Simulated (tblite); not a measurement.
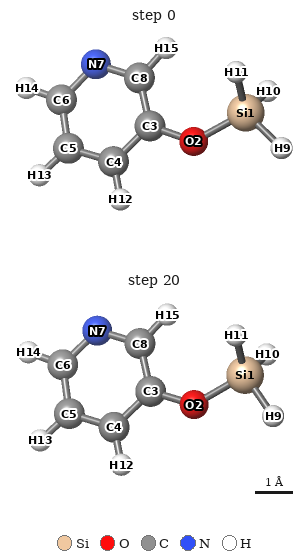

The structure of C$_{5}$H$_{7}$NOSi before (top) and after (bottom) a relaxation, at one scale.

The picture is a ball-and-stick view, seen at a tilt.

Method: tblite, GFN2-xTB geometry optimisation, gas phase. 

> Summarise the run.

The energy falls by 4.15 kcal/mol in 20 geometry steps. The atom that moves furthest after the best rigid fit is H9 (0.25 Å). By element the largest moves are H 0.25 Å, Si 0.08 Å, N 0.06 Å, O 0.05 Å, C 0.04 Å. Near-neighbour distances that change, for instance: O2–C3 1.380 → 1.342 Å, Si1–H9 1.485 → 1.454 Å, Si1–H10 1.490 → 1.463 Å, C6–N7 1.347 → 1.322 Å. Bond angles that change, for instance: O2–Si1–H9 109.8° → 98.4°, H9–Si1–H10 109.2° → 113.6°, O2–C3–C4 116.2° → 119.0°.
